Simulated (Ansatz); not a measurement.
Take GaAs in the zinc blende structure (space group F-43m, No. 216; a = 5.6667 Å) as the base.

Now apply this change: cell and atoms relaxed at a pressure of 9 GPa.

Computed with r2SCAN (Ansatz, a quantum-chemistry and plane-wave program; PAW; 500 eV plane waves; no SOC).

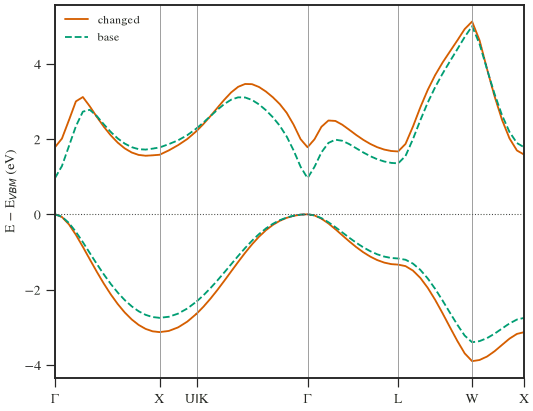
*Highest valence and lowest conduction band along the path, each from its own valence-band maximum*

Q: Read the changed gap and its character from the plot.

A: About 1.6 eV, indirect, Γ → Γ–X (87 % along).

Load acts through the strain it causes; cell and atoms are relaxed under it. Stability against distortions was not tested. Tetrahedral semiconductors of this kind turn to denser phases somewhere between about 1 and 50 GPa; those were not computed, so compressed cells here can lie past the real transition.
